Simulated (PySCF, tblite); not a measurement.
**difluoroacetate (C₂HF₂O₂−): a rotation path, then NMR shifts and spin-spin couplings on frames**

Aim: move difluoroacetate (C₂HF₂O₂−) (`O=C([O-])C(F)F`) away from its starting geometry and see how NMR shifts and spin-spin couplings follow the geometry.

The runs use tblite 0.8.0 and PySCF 2.14.0, with density-fitted response routines of our own; the level of theory stands in each step. All values are computed, except where a source is named. Atoms are numbered from 0 throughout.

## 1. The starting structure

7 atoms, charge -1, multiplicity 1; geometry from: GFN2-xTB.

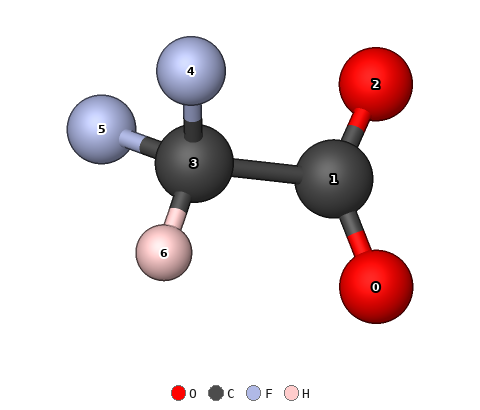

The starting geometry (oxygen red, carbon dark grey, fluorine light blue, hydrogen pink), atoms numbered; sticks join atoms by distance.

## 2. The rotation path with GFN2-xTB

The job: settings as JSON, then the geometry in Å.

```
{"job": {"kind": "neb", "xc": "GFN2-xTB", "basis": "xTB", "atoms": [2, 1, 3, 4], "turn": 120}, "charge": -1, "multiplicity": 1}
O      1.362377    -1.146852    -0.569803
C      0.990556    -0.140159     0.031187
O      1.594548     0.717052     0.659723
C     -0.625954     0.048681    -0.052297
F     -1.230926     0.059425     1.179679
F     -0.999255     1.230959    -0.641520
H     -1.088013    -0.764201    -0.634046
```

Method: GFN2-xTB climbing-image nudged elastic band, gas phase.

Started as:

```bash
> OMP_NUM_THREADS=1 python probes_run.py task.json out
```

The driver reads the jobs from task.json and runs them one after another.

Log:

```text
image   E - E0 / eV
  0       0.0000
  1       0.0013
  2       0.0040
  3       0.0080
  4       0.0115
  5       0.0117
  6       0.0084
  7       0.0042
  8       0.0014
```

It took 5.3 s on 1 thread, shared host.

The final band, with the dihedral O2–C1–C3–F4:

| image | dihedral (°) | energy (eV) | energy (kcal/mol) |
| --- | --- | --- | --- |
| 0 | -60 | 0.000 | 0.0 |
| 1 | -39 | 0.001 | 0.0 |
| 2 | -19 | 0.004 | 0.1 |
| 3 | 0 | 0.008 | 0.2 |
| 4 | 19 | 0.011 | 0.3 |
| 5 | 38 | 0.012 | 0.3 |
| 6 | 57 | 0.008 | 0.2 |
| 7 | 75 | 0.004 | 0.1 |
| 8 | 92 | 0.001 | 0.0 |

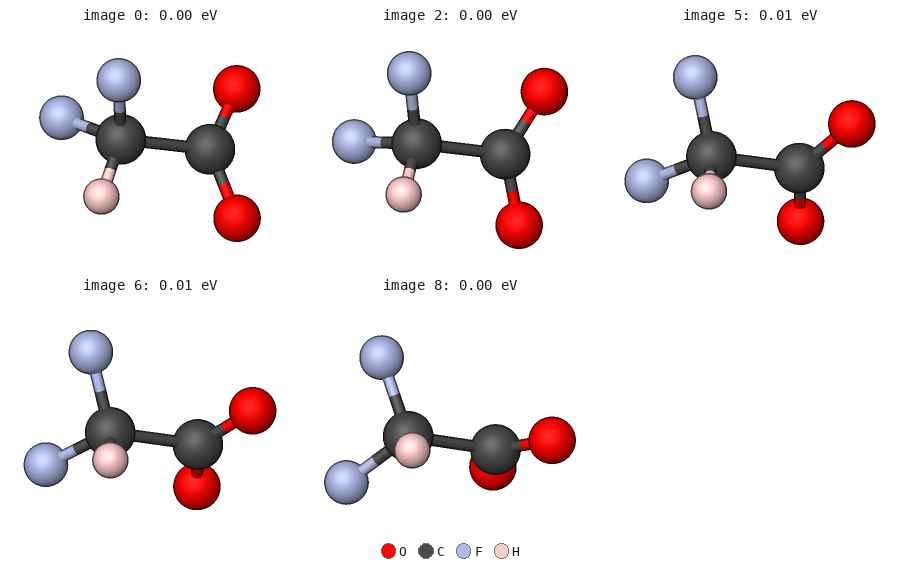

Images along the band.

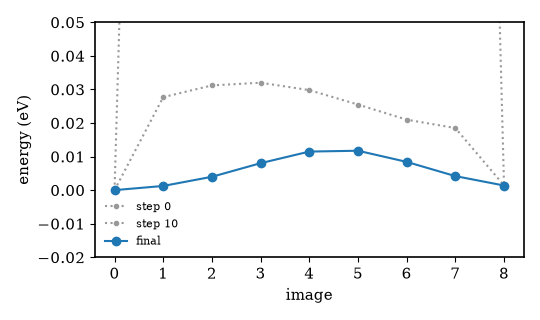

Energy along the band, early and final.

## 3. Nuclear shieldings: image 0, PBE0/pcSseg-1

The job: settings as JSON, then the geometry in Å.

```
{"job": {"kind": "nmr", "xc": "PBE0", "basis": "pcSseg-1", "pop": false}, "charge": -1, "multiplicity": 1}
O      1.362400    -1.146900    -0.569800
C      0.990600    -0.140200     0.031200
O      1.594500     0.717100     0.659700
C     -0.626000     0.048700    -0.052300
F     -1.230900     0.059400     1.179700
F     -0.999300     1.231000    -0.641500
H     -1.088000    -0.764200    -0.634000
```

Level: GIAO PBE0/pcSseg-1 NMR shielding, non-relativistic, gas phase.

Log:

```text
coarse grid: 7136 points
cycle   1  E = -426.2065134611  dE =  9.167e-01  |g| = 1.229e+00  |ddm| = 2.375e+00
cycle   2  E = -425.7215431551  dE =  4.850e-01  |g| = 2.074e+00  |ddm| = 2.369e+00
cycle   3  E = -426.4674371024  dE = -7.459e-01  |g| = 1.156e-01  |ddm| = 1.656e+00
cycle   4  E = -426.4694670286  dE = -2.030e-03  |g| = 6.683e-02  |ddm| = 1.352e-01
cycle   5  E = -426.4700022247  dE = -5.352e-04  |g| = 3.903e-02  |ddm| = 6.027e-02
cycle   6  E = -426.4702788075  dE = -2.766e-04  |g| = 5.916e-03  |ddm| = 2.869e-02
cycle   7  E = -426.4702843302  dE = -5.523e-06  |g| = 2.106e-03  |ddm| = 4.538e-03
final grid: 73416 points
cycle   8  E = -426.5395211548  dE = -1.296e-05  |g| = 1.164e-02  |ddm| = 1.453e-02
cycle   9  E = -426.5394846740  dE =  3.648e-05  |g| = 1.860e-02  |ddm| = 1.750e-02
cycle  10  E = -426.5395437796  dE = -5.911e-05  |g| = 4.421e-04  |ddm| = 1.093e-02
cycle  11  E = -426.5395437892  dE = -9.636e-09  |g| = 3.800e-04  |ddm| = 5.090e-04
cycle  12  E = -426.5395438133  dE = -2.411e-08  |g| = 1.026e-04  |ddm| = 2.948e-04
cycle  13  E = -426.5395438152  dE = -1.910e-09  |g| = 2.525e-05  |ddm| = 8.706e-05
cycle  14  E = -426.5395438153  dE = -9.732e-11  |g| = 5.712e-06  |ddm| = 1.686e-05
converged SCF energy = -426.5395438153

GIAO shielding tensors (ppm)
atom      isotropic    diamagn.    paramagn.     s11        s22        s33       span
  0 O        2.286     405.495    -403.210   -185.680    -19.623    212.160    397.840
  1 C       23.430     244.488    -221.058    -72.675     53.238     89.727    162.402
  2 O       36.952     404.454    -367.502   -140.794    -17.315    268.966    409.759
  3 C       57.355     241.464    -184.109     48.930     59.960     63.176     14.246
  4 F      315.063     474.239    -159.176    213.573    348.701    382.916    169.343
  5 F      315.045     474.226    -159.181    213.455    348.781    382.900    169.444
  6 H       26.077      29.707      -3.630     24.353     25.333     28.547      4.194
```

Run time: 16 s. Hardware: 1 thread, shared host.

Shifts follow as δ = σ(reference) − σ, with reference shieldings (ppm) from runs at the same level and on the same kind of geometry: 1H TMS 31.72, 13C TMS 186.9, 19F CFCl3 170.9, 17O H2O 336.1. The references are single molecules in the gas phase, so shifts against H2O, NH3, PH3, H3PO4 or CFCl3 are not on the usual liquid scales and can be off by tens of ppm. Each atom is listed at this fixed geometry, with no averaging over motion; a spectrum would average atoms that exchange fast.

```
atoms                                           environment  σ (ppm)  δ (ppm)
   C1                                    carboxylate carbon     23.4    163.5
   C3                 sp3 CH bonded to 2 F, α to a carbonyl     57.4    129.6
   H6  hydrogen on an sp3 CH bonded to 2 F, α to a carbonyl    26.08     5.64
   O0                                    carboxylate oxygen      2.3    333.8
   O2                                    carboxylate oxygen     37.0    299.1
   F5                               fluorine of a CF2 group    315.0   -144.1
   F4                               fluorine of a CF2 group    315.1   -144.1
```

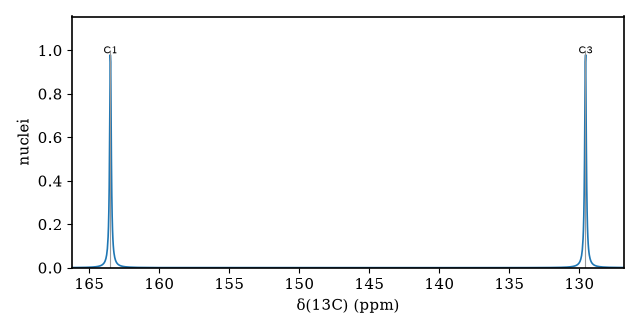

13C lines at the computed shifts, without couplings. Lines are broadened to a width of 0.14 ppm (Lorentzian).

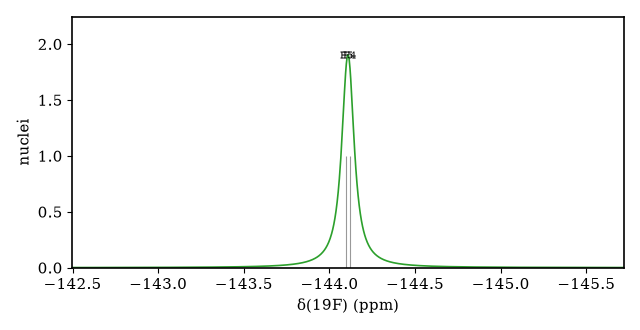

19F lines at the computed shifts, without couplings. Lines are broadened to a width of 0.08 ppm (Lorentzian).

## 4. Indirect couplings: image 0, B3LYP/pcJ-1

Settings changed since step 3:

```diff
@@ -1,2 +1,2 @@
-{"job": {"kind": "nmr", "xc": "PBE0", "basis": "pcSseg-1", "pop": false}, "charge": -1, "multiplicity": 1}
+{"job": {"kind": "j", "xc": "B3LYP", "basis": "pcJ-1"}, "charge": -1, "multiplicity": 1}
 O      1.362400    -1.146900    -0.569800
```

Method: B3LYP/pcJ-1 indirect spin-spin coupling, non-relativistic, gas phase.

Log:

```text
coarse grid: 7136 points
cycle   1  E = -426.6473192579  dE =  9.051e-01  |g| = 1.323e+00  |ddm| = 2.367e+00
cycle   2  E = -425.9538058609  dE =  6.935e-01  |g| = 2.403e+00  |ddm| = 2.774e+00
cycle   3  E = -426.9366064632  dE = -9.828e-01  |g| = 1.492e-01  |ddm| = 2.054e+00
cycle   4  E = -426.9395919060  dE = -2.985e-03  |g| = 9.544e-02  |ddm| = 1.759e-01
cycle   5  E = -426.9406340292  dE = -1.042e-03  |g| = 5.559e-02  |ddm| = 8.346e-02
cycle   6  E = -426.9411794886  dE = -5.455e-04  |g| = 8.671e-03  |ddm| = 3.977e-02
cycle   7  E = -426.9411904582  dE = -1.097e-05  |g| = 3.201e-03  |ddm| = 6.586e-03
cycle   8  E = -426.9411920355  dE = -1.577e-06  |g| = 3.462e-04  |ddm| = 2.224e-03
final grid: 73416 points
cycle   9  E = -427.0117205571  dE = -1.707e-04  |g| = 6.866e-03  |ddm| = 1.046e-02
cycle  10  E = -427.0117110947  dE =  9.462e-06  |g| = 1.016e-02  |ddm| = 7.683e-03
cycle  11  E = -427.0117265351  dE = -1.544e-05  |g| = 7.889e-04  |ddm| = 5.092e-03
cycle  12  E = -427.0117265604  dE = -2.527e-08  |g| = 7.005e-04  |ddm| = 8.745e-04
cycle  13  E = -427.0117266380  dE = -7.757e-08  |g| = 1.173e-04  |ddm| = 4.540e-04
cycle  14  E = -427.0117266400  dE = -2.050e-09  |g| = 4.374e-05  |ddm| = 9.361e-05
cycle  15  E = -427.0117266403  dE = -3.272e-10  |g| = 5.394e-06  |ddm| = 3.288e-05
converged SCF energy = -427.0117266403

Indirect spin-spin couplings (Hz)
  i      j    bonds     total        FC       PSO       DSO        SD
  0 O    1 C    1     26.630    16.399    10.764    -0.131    -0.402
  0 O    2 O    2     -5.190     0.226    -7.865    -0.048     2.498
  0 O    3 C    2    -20.624   -19.169    -0.843    -0.021    -0.590
  0 O    4 F    3     -2.208    -2.991    -0.876     0.157     1.502
  0 O    5 F    3     -2.198    -2.990    -0.878     0.157     1.514
  0 O    6 H    3      0.015     0.313    -0.170    -0.089    -0.039
  1 C    2 O    1     26.796    16.775    10.728    -0.133    -0.573
  1 C    3 C    1     54.737    53.826    -0.653     0.405     1.159
  1 C    4 F    2     18.912    17.880    -0.928     0.193     1.767
  1 C    5 F    2     18.923    17.898    -0.929     0.193     1.761
  1 C    6 H    2      5.212     5.308    -0.261     0.207    -0.042
  2 O    3 C    2    -13.305   -10.911    -1.319    -0.010    -1.066
  2 O    4 F    3      4.177     1.146     2.767     0.036     0.227
  2 O    5 F    3      4.193     1.152     2.775     0.036     0.231
  2 O    6 H    3     -1.833    -1.266    -0.731     0.308    -0.144
  3 C    4 F    1   -339.103  -345.147    -9.711     0.994    14.761
  3 C    5 F    1   -338.975  -345.097    -9.658     0.994    14.785
  3 C    6 H    1    179.957   179.621    -1.369     1.464     0.241
  4 F    5 F    2    284.978    59.578   132.393    -0.475    93.482
  4 F    6 H    2     68.321    70.679     2.003    -0.786    -3.576
  5 F    6 H    2     68.305    70.659     2.008    -0.785    -3.578
```

Wall time 50 s (1 thread, shared host).

Couplings of 1 Hz or more, nine at most for each number of bonds (isotopes 13C, 19F, 1H, 17O):

| pair | bonds | J (Hz) | Fermi contact (Hz) | dihedral (°) |
| --- | --- | --- | --- | --- |
| C3–F4 | 1 | -339.1 | -345.1 | – |
| C3–F5 | 1 | -339.0 | -345.1 | – |
| C3–H6 | 1 | 180.0 | 179.6 | – |
| C1–C3 | 1 | 54.7 | 53.8 | – |
| C1–O2 | 1 | 26.8 | 16.8 | – |
| O0–C1 | 1 | 26.6 | 16.4 | – |
| F4–F5 | 2 | 285.0 | 59.6 | – |
| F4–H6 | 2 | 68.3 | 70.7 | – |
| F5–H6 | 2 | 68.3 | 70.7 | – |
| O0–C3 | 2 | -20.6 | -19.2 | – |
| C1–F5 | 2 | 18.9 | 17.9 | – |
| C1–F4 | 2 | 18.9 | 17.9 | – |
| O2–C3 | 2 | -13.3 | -10.9 | – |
| C1–H6 | 2 | 5.2 | 5.3 | – |
| O0–O2 | 2 | -5.2 | 0.2 | – |
| O2–F5 | 3 | 4.2 | 1.2 | 60 |
| O2–F4 | 3 | 4.2 | 1.1 | -60 |
| O0–F4 | 3 | -2.2 | -3.0 | 120 |
| O0–F5 | 3 | -2.2 | -3.0 | -120 |
| O2–H6 | 3 | -1.8 | -1.3 | -180 |

Quadrupole couplings from the field gradients of the same density:

```
atom  isotope  eQq/h (MHz)     η
  O0      17O        8.467  0.26
  O2      17O        8.112  0.30
```

## 5. NMR shieldings: image 2, PBE0/pcSseg-1

The job: settings as JSON, then the geometry in Å.

```
{"job": {"kind": "nmr", "xc": "PBE0", "basis": "pcSseg-1", "pop": false}, "charge": -1, "multiplicity": 1}
O      1.415800    -0.801500    -0.914100
C      0.994300    -0.135400     0.028100
O      1.542400     0.385800     0.988300
C     -0.627200     0.037500    -0.031600
F     -1.187300     0.366600     1.174300
F     -1.016800     1.037200    -0.890200
H     -1.117900    -0.885300    -0.382000
```

Method: GIAO PBE0/pcSseg-1 NMR shielding, non-relativistic, gas phase.

Log:

```text
coarse grid: 7136 points
cycle   1  E = -426.2058735502  dE =  9.203e-01  |g| = 1.229e+00  |ddm| = 2.376e+00
cycle   2  E = -425.7046157623  dE =  5.013e-01  |g| = 2.092e+00  |ddm| = 2.396e+00
cycle   3  E = -426.4669502832  dE = -7.623e-01  |g| = 1.236e-01  |ddm| = 1.690e+00
cycle   4  E = -426.4691212497  dE = -2.171e-03  |g| = 7.538e-02  |ddm| = 1.411e-01
cycle   5  E = -426.4698156664  dE = -6.944e-04  |g| = 4.170e-02  |ddm| = 6.656e-02
cycle   6  E = -426.4701318110  dE = -3.161e-04  |g| = 6.695e-03  |ddm| = 3.055e-02
cycle   7  E = -426.4701386501  dE = -6.839e-06  |g| = 2.370e-03  |ddm| = 5.241e-03
final grid: 73416 points
cycle   8  E = -426.5397089460  dE = -1.415e-05  |g| = 1.177e-02  |ddm| = 1.538e-02
cycle   9  E = -426.5396718311  dE =  3.711e-05  |g| = 1.878e-02  |ddm| = 1.777e-02
cycle  10  E = -426.5397319798  dE = -6.015e-05  |g| = 4.669e-04  |ddm| = 1.109e-02
cycle  11  E = -426.5397319997  dE = -1.995e-08  |g| = 3.384e-04  |ddm| = 5.227e-04
cycle  12  E = -426.5397320179  dE = -1.816e-08  |g| = 1.158e-04  |ddm| = 2.761e-04
cycle  13  E = -426.5397320203  dE = -2.409e-09  |g| = 2.825e-05  |ddm| = 9.287e-05
cycle  14  E = -426.5397320204  dE = -1.220e-10  |g| = 6.905e-06  |ddm| = 1.973e-05
converged SCF energy = -426.5397320204

GIAO shielding tensors (ppm)
atom      isotropic    diamagn.    paramagn.     s11        s22        s33       span
  0 O       20.352     405.515    -385.163   -165.872    -10.791    237.718    403.590
  1 C       24.644     244.737    -220.093    -72.550     52.493     93.988    166.538
  2 O       24.798     404.333    -379.535   -161.836    -32.989    269.219    431.055
  3 C       61.059     241.852    -180.794     49.001     61.098     73.076     24.075
  4 F      308.242     474.343    -166.101    214.194    347.033    363.500    149.305
  5 F      325.023     474.044    -149.022    206.611    360.633    407.824    201.213
  6 H       26.254      29.525      -3.271     23.549     26.590     28.623      5.075
```

It took 14 s on 1 thread, shared host.

Key values: δ C1 162.3, C3 125.9, O0 315.7, O2 311.3, H6 5.46 ppm.

## 6. Spin-spin couplings: image 2, B3LYP/pcJ-1

Settings changed since step 5:

```diff
@@ -1,2 +1,2 @@
-{"job": {"kind": "nmr", "xc": "PBE0", "basis": "pcSseg-1", "pop": false}, "charge": -1, "multiplicity": 1}
+{"job": {"kind": "j", "xc": "B3LYP", "basis": "pcJ-1"}, "charge": -1, "multiplicity": 1}
 O      1.415800    -0.801500    -0.914100
```

With the program's defaults for keys left out, this is: B3LYP/pcJ-1 indirect spin-spin coupling, non-relativistic, gas phase.

Log:

```text
coarse grid: 7136 points
cycle   1  E = -426.6463739820  dE =  9.088e-01  |g| = 1.323e+00  |ddm| = 2.372e+00
cycle   2  E = -425.9177811254  dE =  7.286e-01  |g| = 2.436e+00  |ddm| = 2.842e+00
cycle   3  E = -426.9353849167  dE = -1.018e+00  |g| = 1.647e-01  |ddm| = 2.141e+00
cycle   4  E = -426.9386030818  dE = -3.218e-03  |g| = 1.141e-01  |ddm| = 1.933e-01
cycle   5  E = -426.9401556685  dE = -1.553e-03  |g| = 6.124e-02  |ddm| = 9.692e-02
cycle   6  E = -426.9408196483  dE = -6.640e-04  |g| = 1.021e-02  |ddm| = 4.370e-02
cycle   7  E = -426.9408345582  dE = -1.491e-05  |g| = 3.649e-03  |ddm| = 7.855e-03
cycle   8  E = -426.9408366361  dE = -2.078e-06  |g| = 3.782e-04  |ddm| = 2.545e-03
final grid: 73416 points
cycle   9  E = -427.0117560336  dE = -1.712e-04  |g| = 6.882e-03  |ddm| = 1.035e-02
cycle  10  E = -427.0117464315  dE =  9.602e-06  |g| = 1.021e-02  |ddm| = 7.895e-03
cycle  11  E = -427.0117621023  dE = -1.567e-05  |g| = 8.100e-04  |ddm| = 5.237e-03
cycle  12  E = -427.0117621234  dE = -2.113e-08  |g| = 7.382e-04  |ddm| = 8.872e-04
cycle  13  E = -427.0117622102  dE = -8.685e-08  |g| = 1.291e-04  |ddm| = 4.758e-04
cycle  14  E = -427.0117622128  dE = -2.595e-09  |g| = 4.380e-05  |ddm| = 9.967e-05
cycle  15  E = -427.0117622132  dE = -3.221e-10  |g| = 6.030e-06  |ddm| = 3.185e-05
converged SCF energy = -427.0117622132

Indirect spin-spin couplings (Hz)
  i      j    bonds     total        FC       PSO       DSO        SD
  0 O    1 C    1     26.593    16.477    10.660    -0.132    -0.411
  0 O    2 O    2     -5.266     0.188    -7.815    -0.048     2.410
  0 O    3 C    2    -18.254   -17.044    -0.734    -0.021    -0.455
  0 O    4 F    3     -5.785    -1.786    -2.157     0.218    -2.060
  0 O    5 F    3      2.882    -0.981     1.528     0.068     2.266
  0 O    6 H    3      0.088     0.386    -0.233    -0.041    -0.024
  1 C    2 O    1     26.578    16.601    10.713    -0.133    -0.603
  1 C    3 C    1     54.086    53.177    -0.644     0.405     1.148
  1 C    4 F    2     19.714    17.349    -0.064     0.157     2.272
  1 C    5 F    2     17.089    17.869    -2.303     0.209     1.315
  1 C    6 H    2      5.043     5.069    -0.221     0.220    -0.025
  2 O    3 C    2    -14.032   -11.633    -1.340    -0.010    -1.048
  2 O    4 F    3      0.796     0.704     0.579    -0.022    -0.464
  2 O    5 F    3      5.595    -0.674     5.012     0.126     1.131
  2 O    6 H    3     -1.343    -0.894    -0.582     0.268    -0.134
  3 C    4 F    1   -337.014  -337.612   -13.912     1.001    13.511
  3 C    5 F    1   -331.967  -342.509    -5.963     0.996    15.509
  3 C    6 H    1    175.886   175.470    -1.246     1.459     0.205
  4 F    5 F    2    262.927    54.259   119.598    -0.474    89.545
  4 F    6 H    2     69.714    72.660     1.305    -0.807    -3.443
  5 F    6 H    2     64.208    65.968     2.514    -0.736    -3.539
```

Run time: 50 s. Hardware: 1 thread, shared host.

In short: J(C3,F4) -334.5 Hz, J(F4,F5) 262.9 Hz, J(C3,H6) 175.9 Hz (means over like pairs).

## 7. NMR shieldings: image 5, PBE0/pcSseg-1

The job: settings as JSON, then the geometry in Å.

```
{"job": {"kind": "nmr", "xc": "PBE0", "basis": "pcSseg-1", "pop": false}, "charge": -1, "multiplicity": 1}
O      1.523500    -0.147600    -1.089900
C      0.996200    -0.131200     0.015000
O      1.432100    -0.280000     1.150500
C     -0.624400     0.044700    -0.019900
F     -1.105400     0.785500     1.028000
F     -1.096800     0.672600    -1.142400
H     -1.121700    -0.939100     0.031600
```

With the program's defaults for keys left out, this is: GIAO PBE0/pcSseg-1 NMR shielding, non-relativistic, gas phase.

Log:

```text
coarse grid: 7136 points
cycle   1  E = -426.2039737705  dE =  9.294e-01  |g| = 1.231e+00  |ddm| = 2.382e+00
cycle   2  E = -425.6998571641  dE =  5.041e-01  |g| = 2.097e+00  |ddm| = 2.295e+00
cycle   3  E = -426.4662639244  dE = -7.664e-01  |g| = 1.235e-01  |ddm| = 1.590e+00
cycle   4  E = -426.4689467758  dE = -2.683e-03  |g| = 5.353e-02  |ddm| = 1.362e-01
cycle   5  E = -426.4693920488  dE = -4.453e-04  |g| = 1.762e-02  |ddm| = 3.861e-02
cycle   6  E = -426.4694353101  dE = -4.326e-05  |g| = 7.012e-03  |ddm| = 1.434e-02
cycle   7  E = -426.4694430215  dE = -7.711e-06  |g| = 2.694e-03  |ddm| = 5.627e-03
final grid: 73416 points
cycle   8  E = -426.5392892301  dE = -1.154e-05  |g| = 1.239e-02  |ddm| = 1.522e-02
cycle   9  E = -426.5392396754  dE =  4.955e-05  |g| = 2.089e-02  |ddm| = 1.923e-02
cycle  10  E = -426.5393144109  dE = -7.474e-05  |g| = 1.900e-03  |ddm| = 1.259e-02
cycle  11  E = -426.5393150353  dE = -6.243e-07  |g| = 4.097e-04  |ddm| = 1.448e-03
cycle  12  E = -426.5393150648  dE = -2.956e-08  |g| = 7.372e-05  |ddm| = 2.781e-04
cycle  13  E = -426.5393150659  dE = -1.099e-09  |g| = 2.027e-05  |ddm| = 7.576e-05
cycle  14  E = -426.5393150660  dE = -7.572e-11  |g| = 5.147e-06  |ddm| = 1.641e-05
converged SCF energy = -426.5393150660

GIAO shielding tensors (ppm)
atom      isotropic    diamagn.    paramagn.     s11        s22        s33       span
  0 O       24.582     404.741    -380.158   -163.674    -25.224    262.645    426.318
  1 C       24.640     244.977    -220.337    -72.622     50.880     95.661    168.283
  2 O       28.507     405.037    -376.530   -158.807    -16.659    260.987    419.794
  3 C       64.263     242.522    -178.259     42.420     67.531     82.838     40.418
  4 F      323.835     473.987    -150.151    203.928    363.864    403.714    199.786
  5 F      321.777     473.989    -152.212    207.781    361.384    396.167    188.385
  6 H       26.355      29.239      -2.884     23.319     27.127     28.619      5.300
```

It took 14 s on 1 thread, shared host.

This run: δ C1 162.3, C3 122.7, O0 311.5, O2 307.6, H6 5.36 ppm.

[end of part 1 of 2]
